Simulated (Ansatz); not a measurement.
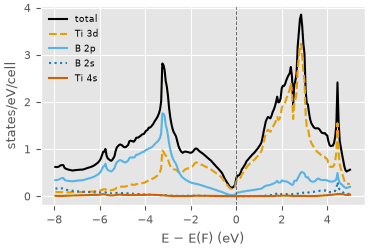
Figure: Total and projected density of states of TiB$_{2}$ in space group P6/mmm (No. 191; Ti on 1a, B on 2d), plane-wave PAW PBE (Ansatz code)

Which orbitals carry the states next to the Fermi level?

Within 0.5 eV of the Fermi level: Ti 3d 83 %, B 2p 16 %. Projections are on Löwdin-orthogonalised atomic valence shells; empty p or d shells of many metals are not among them.

Where is the tallest occupied peak in this window, and what makes it?

Near -3.2 eV, about 2.8 states/eV per cell; the largest projected share is B 2p.

Symmetry was held in the PBE relaxation. No spin polarisation was allowed.

Potentials: the later of the program's two PAW sets.
